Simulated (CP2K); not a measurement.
# GFN2-xTB run of C2HCl2Si (SMILES C#C[Si](Cl)Cl)

Aim: the energy change on altering one bond length of C2HCl2Si at GFN2-xTB, from 2 runs. 

The results are computed with CP2K 2026.2.

4 further runs of the same task are left out: 1 that didn't finish, 3 set aside as unsound or not needed.

## 1. Starting point

C2HCl2Si has 6 atoms, charge 0, and is taken as a doublet. As SMILES, `C#C[Si](Cl)Cl`. The shape is that of a PBE0-D4/def2-TZVP optimisation.

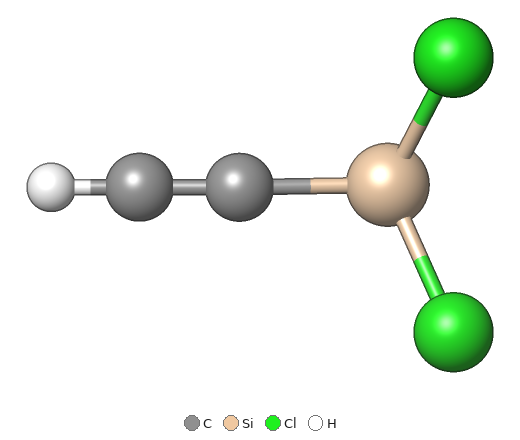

Viewed from a chosen angle; carbon grey, silicon light orange, chlorine green, hydrogen white.

## 2. A single-point energy at GFN2-xTB

Contents of mol.inp:

```
&GLOBAL
    PROJECT_NAME mol
    RUN_TYPE ENERGY
    PRINT_LEVEL MEDIUM
&END GLOBAL
&FORCE_EVAL
    METHOD QUICKSTEP
    &DFT
        MULTIPLICITY 2
        UNRESTRICTED_KOHN_SHAM T
        &QS
            METHOD XTB
            EPS_DEFAULT 1.0E-10
            &XTB
                GFN_TYPE TBLITE
                &TBLITE
                    METHOD GFN2
                &END TBLITE
                CHECK_ATOMIC_CHARGES F
            &END XTB
        &END QS
        &POISSON
            PERIODIC NONE
            POISSON_SOLVER ANALYTIC
        &END POISSON
        # SCF settings
        &SCF
            SCF_GUESS ATOMIC
            EPS_SCF 1.0E-06
            MAX_SCF 150
            ADDED_MOS 2
            &DIAGONALIZATION
                ALGORITHM STANDARD
            &END DIAGONALIZATION
            &MIXING
                METHOD DIRECT_P_MIXING
                ALPHA 0.4
            &END MIXING
            &SMEAR ON
                METHOD FERMI_DIRAC
                ELECTRONIC_TEMPERATURE [K] 300
                FIXED_MAGNETIC_MOMENT 1.0
            &END SMEAR
        &END SCF
        # extra output
        &PRINT
            &MOMENTS
                PERIODIC F
                REFERENCE COM
                MAX_MOMENT 1
            &END MOMENTS
            &MO ON
                ENERGIES T
                OCCUPATION_NUMBERS T
                NDIGITS 6
                &EACH
                    QS_SCF 0
                &END EACH
                ADD_LAST NUMERIC
            &END MO
            &HIRSHFELD OFF
            &END HIRSHFELD
        &END PRINT
    &END DFT
    &SUBSYS
        &CELL
            ABC 13.9 12.8 13.9
            PERIODIC NONE
        &END CELL
        &COORD
            C      1.324500     0.483500     1.111500
            C      0.521500     0.095400     0.297200
            Si    -0.504400    -0.583800    -1.021800
            Cl    -1.914000    -1.830600    -0.226100
            Cl    -1.406000     0.937000    -2.046300
            H      2.020400     0.834500     1.839400
        &END COORD
        &TOPOLOGY
            &CENTER_COORDINATES
            &END CENTER_COORDINATES
        &END TOPOLOGY
    &END SUBSYS
&END FORCE_EVAL
```

Command:

```console
$ OMP_NUM_THREADS=1 cp2k.psmp mol.inp > mol.out
```

What it wrote, cut to the lines that bear on the results:

```text
CP2K| version string:                                       CP2K version 2026.2
[...]
 GLOBAL| Method name                                                        CP2K
[...]
 GLOBAL| Run type                                                         ENERGY
[...]
                             - Atoms:                                          6
[...]
                             - Spherical basis functions:                     36
[...]
 Number of electrons:                                                         14
[...]
 *** WARNING in qs_mo_occupation.F:754 :: Fermi-Dirac smearing includes ***
 *** the last MO => Add more MOs for proper smearing.                   ***
 *** WARNING in qs_mo_occupation.F:754 :: Fermi-Dirac smearing includes ***
 *** the last MO => Add more MOs for proper smearing.                   ***
[...]
  *** SCF run converged in    22 steps ***
[...]
  Fermi energy:                                                -0.31045635246227
[...]
 TB_DIPOLE| Moment [Debye]          2.65467873      -0.20631098       0.42943125
 TB_DIPOLE| Derivative [a.u.]       0.00000000       0.00000000       0.00000000
[...]
 ENERGY| Total FORCE_EVAL ( QS ) energy [hartree]            -15.574899662961593
[...]
```

Wall time 2.6 s (1 thread of AMD EPYC (Zen 3), shared host); peak memory 0.29 GiB.

## 3. The distorted shape at the same level

Contents of qs.inp:

```
&GLOBAL
  PROJECT qs
  RUN_TYPE ENERGY
  PRINT_LEVEL MEDIUM
&END GLOBAL
&FORCE_EVAL
  METHOD QUICKSTEP
  &DFT
    MULTIPLICITY 2
    UKS T
    # Quickstep
    &QS
      METHOD XTB
      EPS_DEFAULT 1.0E-10
      &XTB
        GFN_TYPE TBLITE
        &TBLITE
          METHOD GFN2
        &END TBLITE
        CHECK_ATOMIC_CHARGES F
      &END XTB
    &END QS
    # isolated system
    &POISSON
      PERIODIC NONE
      POISSON_SOLVER ANALYTIC
    &END POISSON
    &SCF
      SCF_GUESS ATOMIC
      EPS_SCF 1.0E-06
      MAX_SCF 150
      ADDED_MOS 2
      &DIAGONALIZATION
        ALGORITHM STANDARD
      &END DIAGONALIZATION
      &MIXING
        METHOD DIRECT_P_MIXING
        ALPHA 0.4
      &END MIXING
      &SMEAR ON
        METHOD FERMI_DIRAC
        ELECTRONIC_TEMPERATURE [K] 300
        FIXED_MAGNETIC_MOMENT 1.0
      &END SMEAR
    &END SCF
    # extra output
    &PRINT
      &MOMENTS
        PERIODIC F
        REFERENCE COM
        MAX_MOMENT 1
      &END MOMENTS
      &MO ON
        ENERGIES T
        OCCUPATION_NUMBERS T
        NDIGITS 6
        &EACH
          QS_SCF 0
        &END EACH
        ADD_LAST NUMERIC
      &END MO
      &HIRSHFELD OFF
      &END HIRSHFELD
    &END PRINT
  &END DFT
  &SUBSYS
    # box in angstrom
    &CELL
      ABC 14.2 12.9 14.3
      PERIODIC NONE
    &END CELL
    &COORD
      C      1.632278     0.687265     1.507210
      C      0.829278     0.299165     0.692910
      Si    -0.504400    -0.583800    -1.021800
      Cl    -1.914000    -1.830600    -0.226100
      Cl    -1.406000     0.937000    -2.046300
      H      2.328178     1.038265     2.235110
    &END COORD
    &TOPOLOGY
      &CENTER_COORDINATES
      &END CENTER_COORDINATES
    &END TOPOLOGY
  &END SUBSYS
&END FORCE_EVAL
```

Command:

```console
$ OMP_NUM_THREADS=1 cp2k.psmp qs.inp > qs.out
```

What it wrote, cut to the lines that bear on the results:

```text
CP2K| version string:                                       CP2K version 2026.2
[...]
 GLOBAL| Method name                                                        CP2K
[...]
 GLOBAL| Run type                                                         ENERGY
[...]
                             - Atoms:                                          6
[...]
                             - Spherical basis functions:                     36
[...]
 Number of electrons:                                                         14
[...]
 *** WARNING in qs_mo_occupation.F:754 :: Fermi-Dirac smearing includes ***
 *** the last MO => Add more MOs for proper smearing.                   ***
 *** WARNING in qs_mo_occupation.F:754 :: Fermi-Dirac smearing includes ***
 *** the last MO => Add more MOs for proper smearing.                   ***
[...]
  *** SCF run converged in    28 steps ***
[...]
  Fermi energy:                                                -0.31992538958212
[...]
 TB_DIPOLE| Moment [Debye]          1.75622613      -0.57285761      -0.37865790
 TB_DIPOLE| Derivative [a.u.]       0.00000000       0.00000000       0.00000000
[...]
 ENERGY| Total FORCE_EVAL ( QS ) energy [hartree]            -15.529930282329456
[...]
```

It took 2.4 s on 1 thread of AMD EPYC (Zen 3), shared host; peak memory 0.29 GiB.

## 4. Outcome

Level: GFN2-xTB.

| quantity | value |
| --- | --- |
| first shape: total energy | -15.57490 Eh |
| first shape: dipole moment (from atomic charges alone) | 2.70 D |
| first shape: HOMO energy (highest over α and β) | -9.06 eV |
| first shape: LUMO energy (lowest over α and β) | -8.60 eV |
| first shape: dispersion energy | -14.34 kJ/mol |
| distorted shape: total energy | -15.52993 Eh |
| distorted shape: dipole moment (from atomic charges alone) | 1.89 D |
| distorted shape: HOMO energy (highest over α and β) | -9.34 eV |
| distorted shape: LUMO energy (lowest over α and β) | -8.95 eV |
| distorted shape: dispersion energy | -13.53 kJ/mol |
| energy change with the C2–Si3 bond stretched from 1.804 to 2.345 Å | 1.224 eV |

With the C2–Si3 bond stretched from 1.804 to 2.345 Å the energy rises by 1.22 eV (28 kcal/mol). The first shape isn't relaxed at this level, so the change isn't measured from a minimum. The dipole (first shape) comes from point charges on the atoms alone, without atomic dipoles, so it is partial. The dipole (distorted shape) comes from point charges on the atoms alone, without atomic dipoles, so it is partial.
